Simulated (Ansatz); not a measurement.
**Geometry relaxation, with input and output: C₂H₃F₂NSi (part 2 of 2)**

The same run, continued: C₂H₃F₂NSi, SMILES C=C=N[SiH](F)F; RKS PBE0-D4/def2-TZVP (Ansatz 0.2.0). The geometry: PBE-D4/def2-SVP start.

Geometry of the input (Å):
```
C  -1.3367  -1.2210  1.3500
C  -0.5832  -0.7522  0.3693
N  0.1048  -0.3774  -0.5756
Si 1.1113  0.9467  -1.0468
F  1.1152  2.1445  0.0518
F  0.4826  1.5584  -2.4094
H  -2.4050  -0.9650  1.3982
H  -0.8973  -1.8571  2.1316
H  2.4969  0.4767  -1.2861
```

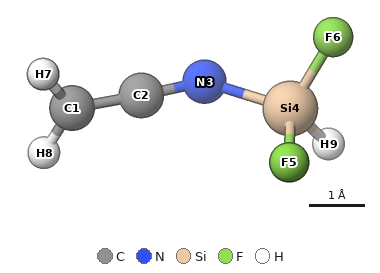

Figure 1. The geometry at step 7 of the log (ball-and-stick view, seen at a tilt; atoms are numbered from 1 in the order of the input).

```
mean field -16918.62417758 eV, -621.7479706708 hartree, gradient 8.7e-6 eV, S^2 0.000000; 1 other end points of the search recorded, 0 dependent functions left out
the calculation of the forces begins
reference -16918.62420747 eV, -621.7479717691 hartree; 27, 27 occupied and 183, 183 virtual orbitals, 1227 factors
Total energy: -16918.78281102 eV, -621.7538003420 hartree
Atom 0 at    -1.305068    -1.193132     1.331949 Å, force    -0.001444    -0.001737     0.000987 eV/Å
Atom 1 at    -0.581011    -0.746121     0.342794 Å, force     0.001438     0.002331    -0.001463 eV/Å
Atom 2 at     0.076033    -0.380603    -0.604201 Å, force    -0.001200    -0.001822    -0.000992 eV/Å
Atom 3 at     1.079345     0.928168    -1.029761 Å, force     0.002523     0.000654     0.000480 eV/Å
Atom 4 at     1.066094     2.080892     0.054589 Å, force    -0.001072    -0.000689    -0.000774 eV/Å
Atom 5 at     0.506522     1.542992    -2.365823 Å, force    -0.000220     0.000826     0.000143 eV/Å
Atom 6 at    -2.352644    -0.933487     1.394762 Å, force     0.000164    -0.000203     0.001150 eV/Å
Atom 7 at    -0.856150    -1.814178     2.094504 Å, force    -0.000688     0.000304     0.000716 eV/Å
Atom 8 at     2.455379     0.469171    -1.235913 Å, force     0.000500     0.000336    -0.000246 eV/Å
Dipole moment:     0.044262    -0.231480     0.214909 e Å
```

## Trajectory as extended XYZ (Å, eV, eV/Å), 12 frames, from step=1 to step=12
```
9
Properties=species:S:1:pos:R:3:forces:R:3 step=1 energy=-16918.66298
C    -1.3367   -1.2210    1.3500    0.2581   0.1779  -0.3389
C    -0.5832   -0.7522    0.3693    0.3286   0.1788  -0.3880
N     0.1048   -0.3774   -0.5756   -0.5114   0.0211   0.9476
Si    1.1113    0.9467   -1.0468   -0.7370   0.7866   0.0305
F     1.1152    2.1445    0.0518    0.0150  -1.0300  -0.9931
F     0.4826    1.5584   -2.4094    0.5689  -0.5342   1.2312
H    -2.4050   -0.9650    1.3982    0.6215  -0.1247  -0.0763
H    -0.8973   -1.8571    2.1316   -0.2030   0.3744  -0.4681
H     2.4969    0.4767   -1.2861   -0.3407   0.1501   0.0551
9
Properties=species:S:1:pos:R:3:forces:R:3 step=2 energy=-16918.75577
C    -1.3208   -1.2013    1.3385   -0.0290  -0.0033  -0.0123
C    -0.5817   -0.7427    0.3620   -0.0165  -0.0349   0.0352
N     0.0907   -0.3777   -0.5758    0.1753   0.2356  -0.0138
Si    1.0974    0.9317   -1.0337   -0.5330   0.6573  -0.0302
F     1.1161    2.1105    0.0593   -0.0023  -0.6394  -0.5910
F     0.4780    1.5529   -2.3750    0.3410  -0.3317   0.7234
H    -2.3854   -0.9846    1.3625    0.2002  -0.0159   0.0017
H    -0.8739   -1.8039    2.1240   -0.0657   0.1083  -0.1357
H     2.4683    0.4688   -1.2788   -0.0700   0.0239   0.0227
9
Properties=species:S:1:pos:R:3:forces:R:3 step=3 energy=-16918.74243 accepted=F
C    -1.3198   -1.2585    1.2807   -0.6954   0.5403   0.5103
C    -0.5727   -0.7827    0.3259    0.0547   0.0135   0.0303
N     0.1070   -0.4002   -0.5938    0.0273   0.0325  -0.2202
Si    1.0798    0.9281   -1.0204    0.0039  -0.0197  -0.0264
F     1.0540    2.0834    0.0606   -0.0127  -0.0126   0.0173
F     0.4838    1.5311   -2.3511   -0.0182   0.0246  -0.0187
H    -2.3343   -0.8479    1.4194    0.5704  -0.4125  -0.2164
H    -0.8665   -1.7933    2.1039   -0.0066  -0.1571  -0.0800
H     2.4573    0.4937   -1.2424    0.0765  -0.0090   0.0037
9
Properties=species:S:1:pos:R:3:forces:R:3 step=4 energy=-16918.77815
C    -1.3043   -1.1755    1.3357   -0.0602  -0.0059  -0.0704
C    -0.5690   -0.7344    0.3515   -0.0330  -0.0937   0.0074
N     0.0994   -0.3845   -0.5930   -0.1242  -0.2074   0.0440
Si    1.0850    0.9209   -1.0331    0.0709   0.1195  -0.0250
F     1.0641    2.0528    0.0695    0.0740   0.1167   0.0427
F     0.4784    1.5454   -2.3489    0.0292   0.0080  -0.0470
H    -2.3628   -0.9496    1.3625    0.0607   0.0200   0.0208
H    -0.8652   -1.7961    2.1035    0.0146   0.0152   0.0324
H     2.4630    0.4747   -1.2648   -0.0319   0.0277  -0.0049
9
Properties=species:S:1:pos:R:3:forces:R:3 step=5 energy=-16918.77692 accepted=F
C    -1.3021   -1.1862    1.3240    0.0266  -0.0626   0.0369
C    -0.5694   -0.7782    0.3249   -0.0519   0.1363   0.1227
N     0.0967   -0.4199   -0.6178    0.0802   0.1803  -0.1317
Si    1.0710    0.9290   -1.0201    0.1137  -0.2970  -0.1101
F     1.0514    2.0720    0.0710   -0.0635   0.0127   0.0471
F     0.4889    1.5419   -2.3536   -0.0227   0.0141   0.0450
H    -2.3380   -0.8857    1.3960   -0.0092  -0.0296  -0.0308
H    -0.8648   -1.8050    2.0953   -0.0133  -0.0037   0.0033
H     2.4550    0.4858   -1.2369   -0.0599   0.0495   0.0176
9
Properties=species:S:1:pos:R:3:forces:R:3 step=6 energy=-16918.78255
C    -1.3098   -1.1954    1.3301   -0.0008   0.0065   0.0122
C    -0.5757   -0.7477    0.3488    0.0163  -0.0043  -0.0097
N     0.0915   -0.3843   -0.5917   -0.0068   0.0122  -0.0106
Si    1.0835    0.9290   -1.0292   -0.0196  -0.0078   0.0048
F     1.0748    2.0842    0.0525    0.0025  -0.0021   0.0006
F     0.4899    1.5374   -2.3593    0.0076   0.0027  -0.0005
H    -2.3560   -0.9294    1.3861   -0.0068  -0.0072  -0.0011
H    -0.8688   -1.8179    2.0959   -0.0005   0.0005   0.0051
H     2.4592    0.4777   -1.2503    0.0082  -0.0005  -0.0008
9
Properties=species:S:1:pos:R:3:forces:R:3 step=7 energy=-16918.78208 accepted=F
C    -1.3079   -1.1914    1.3305    0.0074  -0.0092   0.0066
C    -0.5813   -0.7462    0.3422   -0.0257   0.0105   0.0034
N     0.0775   -0.3816   -0.6038    0.0479  -0.0183   0.0089
Si    1.0819    0.9267   -1.0293   -0.0449   0.0164  -0.0055
F     1.0842    2.0709    0.0643    0.0078  -0.0049   0.0014
F     0.4958    1.5539   -2.3537    0.0079   0.0011  -0.0103
H    -2.3650   -0.9674    1.3696    0.0106   0.0126   0.0046
H    -0.8507   -1.7763    2.1169   -0.0103  -0.0056  -0.0141
H     2.4541    0.4651   -1.2539   -0.0008  -0.0024   0.0050
9
Properties=species:S:1:pos:R:3:forces:R:3 step=8 energy=-16918.78244 accepted=F
C    -1.3057   -1.1908    1.3324    0.0021   0.0015  -0.0172
C    -0.5797   -0.7469    0.3429   -0.0190  -0.0112   0.0267
N     0.0800   -0.3845   -0.6034   -0.0226  -0.0142  -0.0140
Si    1.0774    0.9269   -1.0302    0.0461   0.0358  -0.0106
F     1.0711    2.0721    0.0625   -0.0193   0.0059  -0.0177
F     0.5058    1.5468   -2.3650   -0.0225  -0.0026   0.0309
H    -2.3565   -0.9417    1.3859    0.0076   0.0026   0.0005
H    -0.8563   -1.8019    2.1028    0.0015   0.0021  -0.0006
H     2.4525    0.4737   -1.2451    0.0260  -0.0198   0.0021
9
Properties=species:S:1:pos:R:3:forces:R:3 step=9 energy=-16918.78273
C    -1.3079   -1.1925    1.3316   -0.0007  -0.0044  -0.0013
C    -0.5774   -0.7474    0.3462    0.0025   0.0002   0.0020
N     0.0861   -0.3844   -0.5971   -0.0004   0.0070  -0.0074
Si    1.0816    0.9283   -1.0295   -0.0060  -0.0004   0.0009
F     1.0744    2.0797    0.0564   -0.0026  -0.0034  -0.0050
F     0.4949    1.5421   -2.3603    0.0018   0.0003   0.0068
H    -2.3571   -0.9371    1.3843    0.0003   0.0003   0.0010
H    -0.8633   -1.8097    2.0997    0.0002   0.0029   0.0022
H     2.4571    0.4747   -1.2484    0.0049  -0.0026   0.0008
9
Properties=species:S:1:pos:R:3:forces:R:3 step=10 energy=-16918.78275
C    -1.3064   -1.1935    1.3314   -0.0027  -0.0031   0.0016
C    -0.5797   -0.7473    0.3437   -0.0060   0.0029   0.0222
N     0.0804   -0.3813   -0.6005    0.0053  -0.0031  -0.0242
Si    1.0803    0.9284   -1.0299    0.0084  -0.0001   0.0034
F     1.0700    2.0803    0.0554    0.0002   0.0013  -0.0017
F     0.5014    1.5433   -2.3633    0.0004   0.0001   0.0004
H    -2.3547   -0.9358    1.3898    0.0000  -0.0012   0.0000
H    -0.8590   -1.8110    2.0978   -0.0004   0.0005  -0.0019
H     2.4562    0.4707   -1.2415   -0.0051   0.0028   0.0002
9
Properties=species:S:1:pos:R:3:forces:R:3 step=11 energy=-16918.78277
C    -1.3056   -1.1935    1.3322    0.0022  -0.0007  -0.0053
C    -0.5809   -0.7462    0.3435    0.0171   0.0131  -0.0203
N     0.0772   -0.3801   -0.6031   -0.0219  -0.0145   0.0248
Si    1.0798    0.9286   -1.0301    0.0021   0.0002   0.0044
F     1.0678    2.0816    0.0539   -0.0010  -0.0010  -0.0014
F     0.5055    1.5432   -2.3656    0.0002  -0.0001   0.0002
H    -2.3536   -0.9349    1.3940    0.0005   0.0012  -0.0008
H    -0.8575   -1.8143    2.0954    0.0015   0.0010  -0.0007
H     2.4557    0.4695   -1.2373   -0.0007   0.0008  -0.0010
9
Properties=species:S:1:pos:R:3:forces:R:3 step=12 energy=-16918.78278
C    -1.3051   -1.1931    1.3319   -0.0014  -0.0017   0.0010
C    -0.5810   -0.7461    0.3428    0.0014   0.0023  -0.0015
N     0.0760   -0.3806   -0.6042   -0.0012  -0.0018  -0.0010
Si    1.0793    0.9282   -1.0298    0.0025   0.0007   0.0005
F     1.0661    2.0809    0.0546   -0.0011  -0.0007  -0.0008
F     0.5065    1.5430   -2.3658   -0.0002   0.0008   0.0001
H    -2.3526   -0.9335    1.3948    0.0002  -0.0002   0.0011
H    -0.8561   -1.8142    2.0945   -0.0007   0.0003   0.0007
H     2.4554    0.4692   -1.2359    0.0005   0.0003  -0.0002
```

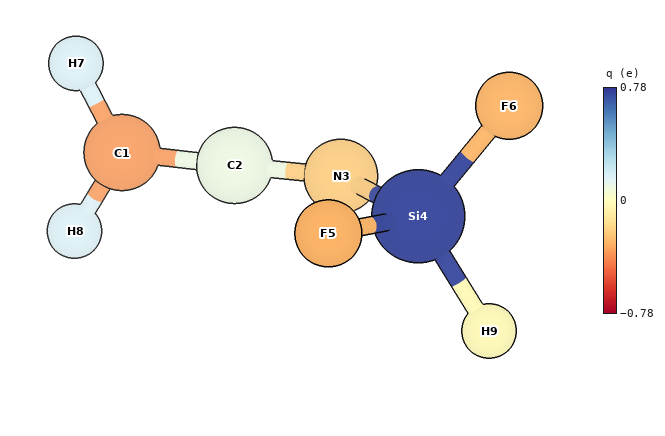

Figure 2. Mulliken charges, as the colour of each atom (ball-and-stick view, seen at a tilt; atoms are numbered from 1 in the order of the input). By element: C −0.36 to +0.10, N −0.21, Si +0.74, F −0.29 to −0.28 and H −0.03 to +0.17 e.
